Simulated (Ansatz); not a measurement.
```
CELL_PARAMETERS angstrom
5.79661 0.00000 0.00000
0.00000 5.79661 0.00000
0.00000 0.00000 8.33253
ATOMIC_POSITIONS crystal
Mg 0.00000 0.00000 0.00000
Mg 0.50000 0.50000 0.50000
As 0.33463 0.25000 0.12500
As 0.83463 0.75000 0.62500
Mg 0.00000 0.50000 0.25000
Mg 0.50000 0.00000 0.75000
As 0.25000 0.83463 0.37500
As 0.75000 0.33463 0.87500
C 0.00000 0.00000 0.50000
C 0.50000 0.50000 0.00000
As 0.16537 0.25000 0.62500
As 0.66537 0.75000 0.12500
C 0.50000 0.00000 0.25000
C 0.00000 0.50000 0.75000
As 0.75000 0.16537 0.37500
As 0.25000 0.66537 0.87500
```

Space group I-42d; started from the II-IV-V2 ordering on zincblende lattice prototype, which need not be the ambient phase.

These are results of DFT, HSE06, plane waves, PAW in Ansatz 0.2.0, not measurements.

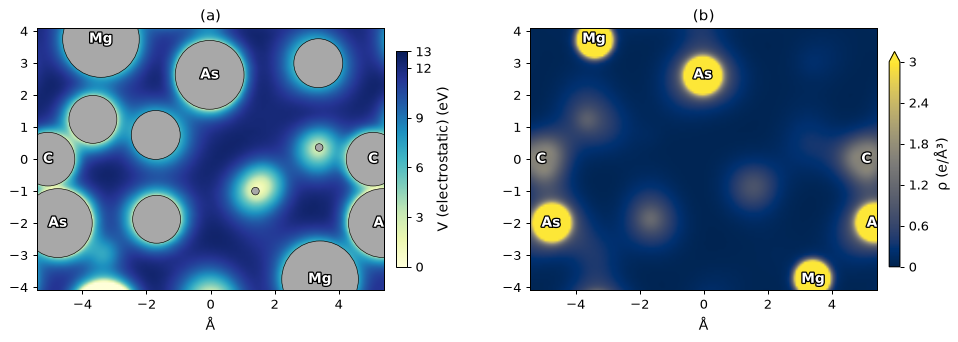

MgAs2C. (a) electrostatic potential energy of an electron; (b) valence electron density on the (111) plane of the conventional cell. Grey discs cover the atomic cores in the potential map.

The density is the valence pseudo-density of a PAW calculation; it isn't the true density close to the nuclei.

Q: Interpret the plot.

A: The section cuts through As, Mg and C sites.
Atoms just off the plane (Mg, 0.9 Å away, As, 0.8 Å away and C, 0.9 Å away) can leave unmarked features too.
As–C (2.03 Å): ρ is about 0.82 e/Å³ halfway.
Mg–As (2.64 Å): the density is about 0.32 e/Å³ at the midpoint.
Between the atoms the lowest density in this plane is 0.04 e/Å³.
Outside the cores the potential energy rises away from the atoms and is highest about 1.9 Å from the nearest atoms; its zero is arbitrary.
